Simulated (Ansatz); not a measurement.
Single-point calculation of CH7NOSi2

- system: CH7NOSi2, multiplicity 7
- method: UKS PBE0/pcseg-2 (Ansatz 0.2.0)

Some settings of this run were made unusual or wrong on purpose. The geometry comes from this level: PBE0-D4/def2-TZVP.

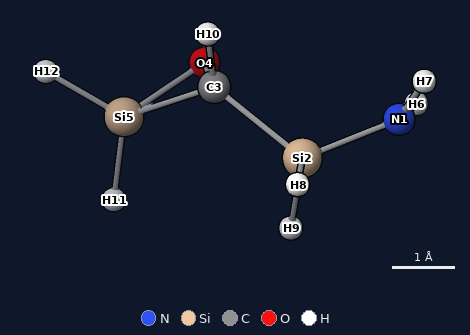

Figure 1. The input geometry (ball-and-stick view, seen at a tilt; atoms are numbered from 1 in the order of the input).

## Outcome

| quantity | value |
| --- | --- |
| outcome | converged |
| total energy | −20416.7124 eV |
| ⟨S²⟩ | 12.016 |
| hardware | 4 CPU threads, shared host |
| wall time | 29 s (CPU time 25 s) |
| peak memory | 0.8 GiB |

This input holds a deliberate fault: spin. The run converged all the same; its numbers are those of the faulty input and shouldn't be used.

## Input file
```yaml
crystal:
  periodic: [false, false, false]
  atoms:
    - {symbol: N, position_ang: [-0.572864, -0.131134, 2.318411]}
    - {symbol: Si, position_ang: [-0.808967, -0.458766, 0.649752]}
    - {symbol: C, position_ang: [0.069794, 0.651163, -0.568097]}
    - {symbol: O, position_ang: [1.565076, 0.513340, -0.527317]}
    - {symbol: Si, position_ang: [0.980781, 0.012858, -1.996640]}
    - {symbol: H, position_ang: [0.341814, -0.261023, 2.721268]}
    - {symbol: H, position_ang: [-1.044148, 0.648532, 2.748200]}
    - {symbol: H, position_ang: [-2.265980, -0.338892, 0.372418]}
    - {symbol: H, position_ang: [-0.315540, -1.836439, 0.388343]}
    - {symbol: H, position_ang: [-0.227033, 1.701637, -0.611763]}
    - {symbol: H, position_ang: [1.063278, -1.430875, -2.302647]}
    - {symbol: H, position_ang: [1.290990, 0.874300, -3.158028]}
basis:
  gaussian: {orbitals: pcseg-2}
magnetization: {spin_polarized: true, initial_magnetization: 6}
hamiltonian: {xc: {name: PBE0}}
scf: {lower_state_search: off}
```

Launched with:
```bash
ansatz run in.yaml --threads 4 --pin off --events-out ev --progress --plain --max-ram 10444MiB
```

## What the program printed
```
Functional definition: PBE0
  name "PBE0"
  cite "Adamo & Barone, J. Chem. Phys. 110, 6158 (1999) doi:10.1063/1.478522"
  cite "Perdew, Burke & Ernzerhof, Phys. Rev. Lett. 77, 3865 (1996) doi:10.1103/PhysRevLett.77.3865"
  parent pbe
  parameter a = 0.25
  parameter kappa = 0.804
  parameter beta = 0.06672455060314922
  exchange = (1 - a)*pbe_x(kappa = kappa, mu = beta*pi^2/3) + a*exact_x
  correlation = pbe_c(beta = beta)
these checks for a lower state are left out or cut short: stability, starts, cluster_reference, orbital_swaps, neighbouring_geometries, increment
1420 factors; their error is unknown
mean field evaluation 1: about -20403.1014 eV, gradient 5.2e1 eV
mean field evaluation 2: about -20369.1840 eV, gradient 9.1e1 eV
mean field evaluation 4: about -20406.6115 eV, gradient 3.1e1 eV
mean field evaluation 8: about -20416.5644 eV, gradient 2.8e0 eV
mean field evaluation 16: about -20416.7123 eV, gradient 1.6e-2 eV
mean field evaluation 32: about -20416.7123 eV, gradient 5.2e-6 eV
mean field -20416.71233560 eV, -750.3003393886 hartree, gradient 5.2e-6 eV, S^2 12.016062; 0 other end points of the search recorded, 0 dependent functions left out
reference -20416.71238277 eV, -750.3003411220 hartree; 31, 25 occupied and 225, 231 virtual orbitals, 1420 factors
Total energy: -20416.71238277 eV, -750.3003411220 hartree
Checks for a lower state left out: stability, starts, cluster_reference, orbital_swaps, neighbouring_geometries, increment
```
